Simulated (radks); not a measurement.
## Atomic calculation for Ti

The neutral titanium atom in the configuration [Ar] 3d2 4s2. Computed at this level: non-relativistic Kohn-Sham, Slater X-alpha with alpha = 0.6, spin-unpolarised, spherical densities, point nucleus (the in-house radial solver radks).

## Summary

```tsv
quantity	value
outcome	converged
total energy	−841.706483 hartree
kinetic energy	841.706483 hartree
electron–nucleus energy	−2001.6881 hartree
Hartree energy	352.327234 hartree
exchange–correlation energy	−34.052082 hartree
radius at density 0.001 e/bohr³	4.93 bohr
SCF iterations	13
hardware	1 CPU thread, shared host
```

## The input
```
Z 22
configuration [Ar] 3d2 4s2
relativity non-relativistic
functional xalpha 0.6
spin unpolarised
nucleus point
```

Energies in input and log are in hartree, lengths in bohr.

## Output
```
1s      1   2.0000        -176.56985213
2s      1   2.0000         -19.23791284
2p      1   6.0000         -16.05366776
3s      1   2.0000          -2.16597048
3p      1   6.0000          -1.33509372
3d      1   2.0000          -0.10112038
4s      1   2.0000          -0.12383089
Etot -841.7064825249581
Ekin 841.7064825175103
Encl -2001.688117293347
Eh 352.3272342249262
Exc -34.05208197404761
err 1.7808568475676655e-09
it 13
```

## Orbitals

```csv
orbital,occupation,energy (eV),⟨r⟩ (bohr),outer maximum (bohr)
1s,2,−4804.7,0.07040,0.0463
2s,2,−523.490,0.3296,0.273
2p,6,−436.843,0.2924,0.221
3s,2,−58.939,1.021,0.879
3p,6,−36.330,1.099,0.907
4s,2,−3.370,3.658,2.96
3d,2,−2.752,1.695,0.988
```

## Slater integrals of the outer shells (hartree)

| integral | value |
| --- | --- |
| F0(3d,3d) | 0.5638 |
| F2(3d,3d) | 0.2465 |
| F4(3d,3d) | 0.1509 |
| F0(3d,4s) | 0.3073 |
| G2(3d,4s) | 0.0549 |
| F0(3d,3p) | 0.6681 |
| F2(3d,3p) | 0.2998 |
| G1(3d,3p) | 0.3718 |
| G3(3d,3p) | 0.2209 |
| F0(3d,3s) | 0.6862 |
| G2(3d,3s) | 0.2761 |
| F0(4s,4s) | 0.2474 |
| F0(4s,3p) | 0.3231 |
| G1(4s,3p) | 0.0182 |
| F0(4s,3s) | 0.3248 |
| G0(4s,3s) | 0.0126 |
| F0(3p,3p) | 0.8238 |
| F2(3p,3p) | 0.4109 |
| F0(3p,3s) | 0.8516 |
| G1(3p,3s) | 0.5638 |

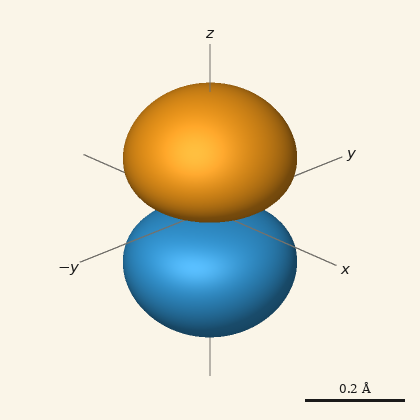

Fig. 1: One occupied orbital is shown. The surface of constant |ψ| that holds about 85 % of the electron is drawn, orange where ψ is positive and blue where it is negative. The radial function comes from the spherical calculation and is multiplied by a real spherical harmonic; the overall sign is chosen so that the largest lobe of P(r) is positive. It is 2p(z). It has the nodal plane xy and no radial node. The maximum of P² lies at 0.221 bohr, ⟨r⟩ = 0.292 bohr, 90 % of the charge lies within 0.481 bohr, and the eigenvalue is −436.8 eV, with 6 electrons in the shell.

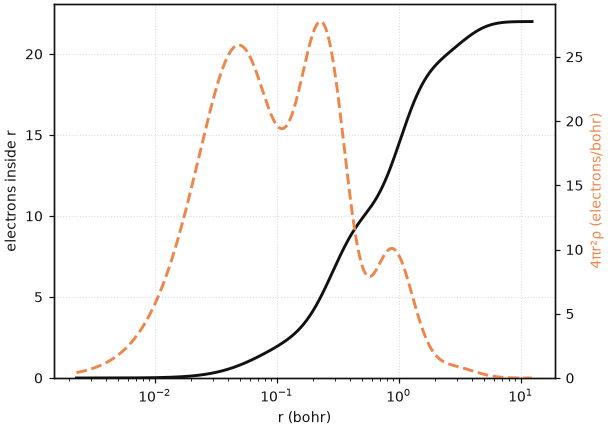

Fig. 2: The number of electrons inside radius r (solid) and the radial density 4πr²ρ (dashed). The count levels off at 22 electrons. Half of them lie within 0.644 bohr, 90 % within 2.34 bohr and 99 % within 5.57 bohr. The radial density has minima at 0.111 and 0.574 bohr, where the count stands at 2.1 and 10.4; these part the shells that the density resolves.
